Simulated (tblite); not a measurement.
```xyz
13

C     1.973   -0.566   -0.290
C     0.564   -0.107   -0.055
C     0.341    1.091    0.610
P    -1.222    1.749    0.955
C    -2.192    0.496    0.246
C    -1.660   -0.619   -0.369
N    -0.381   -0.912   -0.517
H     2.518    0.171   -0.878
H     2.492   -0.691    0.659
H     1.962   -1.513   -0.821
H     1.203    1.659    0.940
H    -3.268    0.602    0.293
H    -2.333   -1.360   -0.790
```

Q: Where will the first 8 clear peaks of this molecule's radial distribution curve from gas electron diffraction lie, and which pairs make them?

A: Peak 1, 1.09 Å: C–H 1.08–1.09 Å (×6)
Peak 2, 1.35 Å: N–C 1.32–1.33 Å (×2), C–C 1.38–1.50 Å (×3), not resolved
Peak 3, 1.73 Å: P–C 1.73–1.74 Å (×2)
Peak 4, 2.42 Å: C···C 2.30–2.49 Å (×2), N···C 2.39–2.42 Å (×3), P···H 2.43–2.44 Å (×2), not resolved; in its flanks C···H 2.12–2.14 Å
Peak 5, 2.76 Å: C···C 2.63–2.84 Å (×3), P···C 2.75–2.77 Å (×2), not resolved
Peak 6, 3.15 Å: N···H 3.11–3.36 Å (×4), P···N 3.16 Å, C···H 3.24–3.38 Å (×2), not resolved
Peak 7, 3.68 Å: C···C 3.63 Å, C···H 3.65–3.89 Å (×5), P···H 3.73 Å, not resolved
Peak 8, 4.19 Å: C···H 3.91–4.41 Å (×4), P···C 4.14 Å, C···C 4.33 Å, P···H 4.45 Å (×2), not resolved

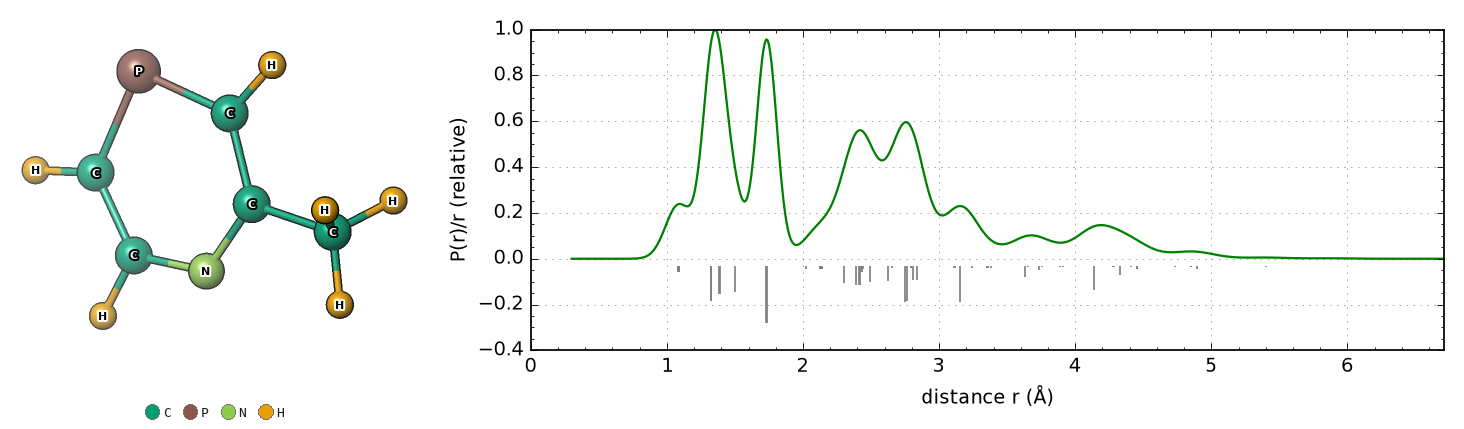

Simulated gas electron diffraction: radial distribution curve of C₅H₆NP. Each pair of atoms contributes with weight ZᵢZⱼ/r (bars below the curve); damping constant 0.0015 Å²; vibrational amplitudes assumed, not computed: 0.05 Å for bonds, 0.078 Å for bonds to H, 0.06 + 0.015 r up to 0.15 Å for other pairs. The geometry is the end point of an optimisation (GFN2-xTB geometry optimisation, gas phase (tblite 0.8.0)); it may be a saddle point or a higher isomer.
